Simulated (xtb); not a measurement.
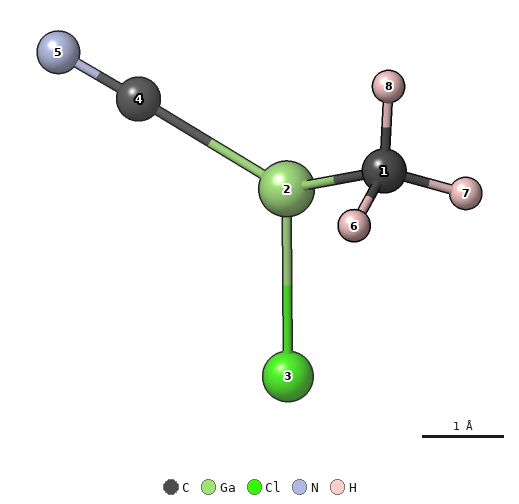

*The starting structure (ball-and-stick view, seen at a tilt; atoms are numbered from 1 in the order of the input). Sticks mark near contacts.*

# Run report: C₂H₃ClGaN, molecular dynamics (part 1 of 4)

- system: C₂H₃ClGaN, multiplicity 3
- method: GFN2-xTB, GBSA solvent chcl3 (xtb 6.7.1)

The geometry comes from this level: RDKit embedding + MMFF94.

**What the program printed**
```
* xtb version 6.7.1
   ID    Z sym.   atoms
    1    6 C      1, 4
    2   31 Ga     2
    3   17 Cl     3
    4    7 N      5
    5    1 H      6-8

           -------------------------------------------------
          |                Calculation Setup                |
           -------------------------------------------------

          program call               : xtb conf.xyz -u 2 --gbsa chcl3 --input input.inp --omd --gfn 2 -P 1
          coordinate file            : conf.xyz
          omp threads                :                     1

           -------------------------------------------------
          |                 G F N 2 - x T B                 |
           -------------------------------------------------

      * Hamiltonian:
        H0-scaling (s, p, d)           1.850000    2.230000    2.230000
        zeta-weighting                 0.500000
      * Dispersion:
        s8                             2.700000
        a1                             0.520000
        a2                             5.000000
        s9                             5.000000
      * Repulsion:
        kExp                           1.500000    1.000000
        rExp                           1.000000
      * Coulomb:
        alpha                          2.000000
        third order                    shell-resolved
        anisotropic                    true
        a3                             3.000000
        a5                             4.000000
        cn-shift                       1.200000
        cn-exp                         4.000000
        max-rad                        5.000000

      * Solvation model:               GBSA
        Solvent                        chcl3
        Parameter file                 internal GFN2-xTB/GBSA
        Dielectric constant                4.8100E+00
        Reference state                gsolv [1 M gas/solution]
        Free energy shift                  4.1068E-03 Eh       2.5771E+00 kcal/mol
        Temperature                        3.5000E+02 K
        Density                            1.4900E+00 kg/L
        Solvent mass                       1.1938E+02 g/mol
        Interaction kernel             Still
        Born radius scaling (c1)           1.3539E+00
        Born radii integrator          GBOBC
        Born offset                        1.4626E-02 a0       2.7639E-02 AA
        H-bond correction              false
        Ion screening                  false
        Surface tension                    1.0000E-05 Eh       1.5569E+01 dyn/cm
        Grid points                               230 per atom

          ...................................................
          :                      SETUP                      :
          :.................................................:
          :  # basis functions                  35          :
          :  # atomic orbitals                  33          :
          :  # shells                           15          :
          :  # electrons                        26          :
          :  max. iterations                   250          :
          :  Hamiltonian                  GFN2-xTB          :
          :  restarted?                      false          :
          :  GBSA solvation                   true          :
          :  PC potential                    false          :
          :  electronic temp.          300.0000000     K    :
          :  accuracy                    1.0000000          :
          :  -> integral cutoff          0.2500000E+02      :
          :  -> integral neglect         0.1000000E-07      :
          :  -> SCF convergence          0.1000000E-05 Eh   :
          :  -> wf. convergence          0.1000000E-03 e    :
          :  Broyden damping             0.4000000          :
          :  net charge                          0          :
          :  unpaired electrons                  2          :
          ...................................................

 iter      E             dE          RMSdq      gap      omega  full diag
   1    -14.4251819 -0.144252E+02  0.859E+00    1.73       0.0  T
   2    -14.4312015 -0.601966E-02  0.650E+00    0.99       1.0  T
   3    -14.4688937 -0.376922E-01  0.406E+00    1.20       1.0  T
   4    -14.4620965  0.679720E-02  0.264E+00    0.76       1.0  T
   5    -14.4797348 -0.176383E-01  0.184E+00    1.00       1.0  T
   6    -14.4611060  0.186288E-01  0.265E+00    0.81       1.0  T
   7    -14.4841955 -0.230896E-01  0.113E+00    0.91       1.0  T
   8    -14.4761983  0.799723E-02  0.171E+00    0.94       1.0  T
   9    -14.4860730 -0.987463E-02  0.625E-01    0.96       1.0  T
  10    -14.4864297 -0.356753E-03  0.527E-01    0.95       1.0  T
  11    -14.4872691 -0.839387E-03  0.442E-02    0.94       1.0  T
  12    -14.4872564  0.126617E-04  0.793E-02    0.94       1.0  T
  13    -14.4872561  0.318416E-06  0.756E-02    0.94       1.0  T
  14    -14.4872591 -0.303113E-05  0.688E-02    0.95       1.0  T
  15    -14.4872723 -0.132040E-04  0.226E-02    0.94       1.6  T
  16    -14.4872719  0.410405E-06  0.240E-02    0.94       1.5  T
  17    -14.4872737 -0.172461E-05  0.323E-03    0.94      11.0  T
  18    -14.4872737  0.283373E-08  0.288E-03    0.94      12.3  T
  19    -14.4872737 -0.293800E-07  0.434E-04    0.94      81.5  T
  20    -14.4872737  0.286065E-10  0.300E-04    0.94     117.7  T

   *** convergence criteria satisfied after 20 iterations ***

         #    Occupation            Energy/Eh            Energy/eV
      -------------------------------------------------------------
         1        2.0000           -1.0570350             -28.7634
       ...           ...                  ...                  ...
         8        2.0000           -0.5074525             -13.8085
         9        2.0000           -0.5031951             -13.6926
        10        1.9998           -0.4419990             -12.0274
        11        1.9733           -0.4372548             -11.8983
        12        1.9329           -0.4363396             -11.8734
        13        1.0939           -0.4316849             -11.7467
        14        1.0000           -0.2982100              -8.1147 (HOMO)
        15                         -0.2634926              -7.1700 (LUMO)
        16                         -0.2536464              -6.9021
        17                         -0.1232782              -3.3546
        18                         -0.0456474              -1.2421
        19                         -0.0110911              -0.3018
       ...                                ...                  ...
        33                          1.1906201              32.3984
      -------------------------------------------------------------
                  HL-Gap            0.0347174 Eh            0.9447 eV
             Fermi-level           -0.3573448 Eh           -9.7238 eV

 transition dipole moment (au) for excitation:          13          14
     X       Y       Z
  -1.2422  -0.3154   0.1635  total (au/Debye):    1.292   3.284
 dE (eV)             :    3.632
 oscillator strength :  0.21007E+00

 SCC (total)                   0 d,  0 h,  0 min,  0.009 sec
 SCC setup                      ...        0 min,  0.000 sec (  2.317%)
 Dispersion                     ...        0 min,  0.000 sec (  1.043%)
 classical contributions        ...        0 min,  0.000 sec (  0.095%)
 integral evaluation            ...        0 min,  0.001 sec (  8.540%)
 iterations                     ...        0 min,  0.005 sec ( 60.224%)
 molecular gradient             ...        0 min,  0.001 sec ( 14.523%)
 printout                       ...        0 min,  0.001 sec ( 13.090%)

         :::::::::::::::::::::::::::::::::::::::::::::::::::::
         ::                     SUMMARY                     ::
         :::::::::::::::::::::::::::::::::::::::::::::::::::::
         :: total energy             -14.326239376846 Eh    ::
         :: w/o Gsasa/hb/shift       -14.316094194468 Eh    ::
         :: gradient norm              0.155532779080 Eh/a0 ::
         :: HOMO-LUMO gap              0.944708003336 eV    ::
         ::.................................................::
         :: SCC energy               -14.487264287478 Eh    ::
         :: -> isotropic ES            0.020256852160 Eh    ::
         :: -> anisotropic ES          0.000112129112 Eh    ::
         :: -> anisotropic XC          0.014954555579 Eh    ::
         :: -> dispersion             -0.004447635620 Eh    ::
         :: -> Gsolv                  -0.017598044430 Eh    ::
         ::    -> Gelec               -0.007452862053 Eh    ::
         ::    -> Gsasa               -0.014251977152 Eh    ::
         ::    -> Ghb                  0.000000000000 Eh    ::
         ::    -> Gshift               0.004106794775 Eh    ::
         :: repulsion energy           0.161024910632 Eh    ::
         :: add. restraining           0.000000000000 Eh    ::
         :: total charge              -0.000000000000 e     ::
         :::::::::::::::::::::::::::::::::::::::::::::::::::::

      -----------------------------------------------------------
     |                   =====================                   |
     |                        A N C O P T                        |
     |                   =====================                   |
     |               Approximate Normal Coordinate               |
     |                Rational Function Optimizer                |
      -----------------------------------------------------------

          ...................................................
          :                      SETUP                      :
          :.................................................:
          :   optimization level             loose          :
          :   max. optcycles                   200          :
          :   ANC micro-cycles                  20          :
          :   degrees of freedom                18          :
          :.................................................:
          :   RF solver                   davidson          :
          :   write xtbopt.log                true          :
          :   linear?                        false          :
          :   energy convergence         0.5000000E-04 Eh   :
          :   grad. convergence          0.4000000E-02 Eh/α :
          :   maximum RF displ.          1.0000000          :
          :   Hlow (freq-cutoff)         0.1000000E-01      :
          :   Hmax (freq-cutoff)         5.0000000          :
          :   S6 in model hess.         20.0000000          :
          ...................................................

generating ANC from exact Hessian ...
Using Lindh-Hessian (1995)
 Shifting diagonal of input Hessian by    1.0051769783558548E-002
 Lowest  eigenvalues of input Hessian
    0.010000    0.000000    0.000000    0.000000    0.000000    0.000000
    0.000000    0.010902    0.011397    0.012182    0.014093    0.041162
    0.050278    0.059300    0.075564    0.101655    0.108940    0.113843
 Highest eigenvalues
    0.173741    0.390456    0.935992    1.015933    1.052970    2.194281

........................................................................
.............................. CYCLE    1 ..............................
........................................................................

 iter      E             dE          RMSdq      gap      omega  full diag
   1    -14.4872737 -0.144873E+02  0.350E-05    0.94       0.0  T
   2    -14.4872737  0.303828E-10  0.857E-05    0.94     412.3  T
   3    -14.4872737 -0.250857E-10  0.502E-05    0.94     704.3  T
     SCC iter.                  ...        0 min,  0.001 sec
     gradient                   ...        0 min,  0.001 sec
 * total energy  :   -14.3262394 Eh     change       -0.2738165E-09 Eh
   gradient norm :     0.1555321 Eh/α   predicted     0.0000000E+00 (-100.00%)
   displ. norm   :     0.5909483 α      lambda       -0.5102053E-01
   maximum displ.:     0.3373217 α      in ANC's #5, #1, #12, ...

........................................................................
.............................. CYCLE    2 ..............................
........................................................................

 iter      E             dE          RMSdq      gap      omega  full diag
   1    -14.4903406 -0.144903E+02  0.371E+00    1.65       0.0  T
   2    -14.4836160  0.672457E-02  0.232E+00    1.92       1.0  T
   3    -14.4327427  0.508733E-01  0.370E+00    1.32       1.0  T
   4    -14.4846605 -0.519178E-01  0.131E+00    1.62       1.0  T
   5    -14.4919153 -0.725474E-02  0.534E-01    1.73       1.0  T
   6    -14.4922402 -0.324936E-03  0.451E-01    1.77       1.0  T
   7    -14.4924038 -0.163642E-03  0.353E-01    1.76       1.0  T
   8    -14.4925988 -0.194911E-03  0.104E-01    1.77       1.0  T
   9    -14.4925989 -0.143853E-06  0.811E-02    1.77       1.0  T
  10    -14.4926131 -0.141567E-04  0.466E-02    1.77       1.0  T
  11    -14.4926124  0.676976E-06  0.533E-02    1.77       1.0  T
  12    -14.4926199 -0.755000E-05  0.156E-02    1.77       2.3  T
  13    -14.4926201 -0.161174E-06  0.896E-03    1.77       3.9  T
  14    -14.4926199  0.179955E-06  0.777E-03    1.77       4.6  T
  15    -14.4926201 -0.198744E-06  0.285E-03    1.77      12.4  T
  16    -14.4926201 -0.180714E-07  0.170E-03    1.77      20.8  T
  17    -14.4926201 -0.390096E-08  0.128E-03    1.77      27.6  T
  18    -14.4926201 -0.447703E-08  0.560E-04    1.77      63.1  T
  19    -14.4926201 -0.105241E-08  0.669E-05    1.77     528.2  T
     SCC iter.                  ...        0 min,  0.004 sec
     gradient                   ...        0 min,  0.001 sec
 * total energy  :   -14.3614000 Eh     change       -0.3516059E-01 Eh
   gradient norm :     0.1227186 Eh/α   predicted    -0.3441896E-01 (  -2.11%)
   displ. norm   :     0.6334865 α      lambda       -0.3862285E-01
   maximum displ.:     0.3968549 α      in ANC's #1, #12, #6, ...

........................................................................
.............................. CYCLE    3 ..............................
........................................................................

 iter      E             dE          RMSdq      gap      omega  full diag
   1    -14.5621459 -0.145621E+02  0.348E+00    2.77       0.0  T
   2    -14.5614328  0.713121E-03  0.184E+00    2.49       1.0  T
   3    -14.5496084  0.118243E-01  0.206E+00    2.93       1.0  T
   4    -14.5639608 -0.143523E-01  0.300E-01    2.60       1.0  T
   5    -14.5643608 -0.400065E-03  0.210E-01    2.63       1.0  T
   6    -14.5643906 -0.297291E-04  0.166E-01    2.62       1.0  T
   7    -14.5643518  0.387877E-04  0.115E-01    2.63       1.0  T
   8    -14.5643948 -0.430583E-04  0.322E-02    2.62       1.1  T
   9    -14.5643957 -0.914062E-06  0.149E-02    2.62       2.4  T
  10    -14.5643963 -0.601152E-06  0.870E-03    2.62       4.1  T
  11    -14.5643965 -0.154765E-06  0.294E-03    2.62      12.0  T
  12    -14.5643965 -0.152058E-07  0.169E-03    2.62      21.0  T
  13    -14.5643965 -0.491450E-08  0.408E-04    2.62      86.7  T
  14    -14.5643965 -0.460279E-09  0.203E-04    2.62     173.8  T
     SCC iter.                  ...        0 min,  0.003 sec
     gradient                   ...        0 min,  0.001 sec
 * total energy  :   -14.3731681 Eh     change       -0.1176812E-01 Eh
   gradient norm :     0.1736327 Eh/α   predicted    -0.2706120E-01 ( 129.95%)
   displ. norm   :     0.3588532 α      lambda       -0.1333601E-01
   maximum displ.:     0.2345562 α      in ANC's #5, #4, #6, ...

........................................................................
.............................. CYCLE    4 ..............................
........................................................................

 iter      E             dE          RMSdq      gap      omega  full diag
   1    -14.5369659 -0.145370E+02  0.143E+00    2.49       0.0  T
   2    -14.5358022  0.116368E-02  0.116E+00    2.82       1.0  T
   3    -14.5386456 -0.284341E-02  0.598E-01    2.56       1.0  T
   4    -14.5390590 -0.413352E-03  0.322E-01    2.69       1.0  T
   5    -14.5394759 -0.416875E-03  0.131E-01    2.66       1.0  T
   6    -14.5395248 -0.489272E-04  0.701E-02    2.66       1.0  T
   7    -14.5395379 -0.131023E-04  0.217E-02    2.65       1.6  T
   8    -14.5395383 -0.443669E-06  0.109E-02    2.65       3.2  T
   9    -14.5395385 -0.206186E-06  0.601E-03    2.65       5.9  T
  10    -14.5395386 -0.819382E-07  0.145E-03    2.65      24.3  T
  11    -14.5395386 -0.582975E-08  0.817E-04    2.65      43.3  T
  12    -14.5395386 -0.958144E-09  0.277E-04    2.65     127.5  T
     SCC iter.                  ...        0 min,  0.003 sec
     gradient                   ...        0 min,  0.001 sec
 * total energy  :   -14.3815593 Eh     change       -0.8391192E-02 Eh
   gradient norm :     0.0256728 Eh/α   predicted    -0.7526680E-02 ( -10.30%)
   displ. norm   :     0.3128914 α      lambda       -0.3008018E-02
   maximum displ.:     0.2514611 α      in ANC's #5, #4, #3, ...

........................................................................
.............................. CYCLE    5 ..............................
........................................................................
```
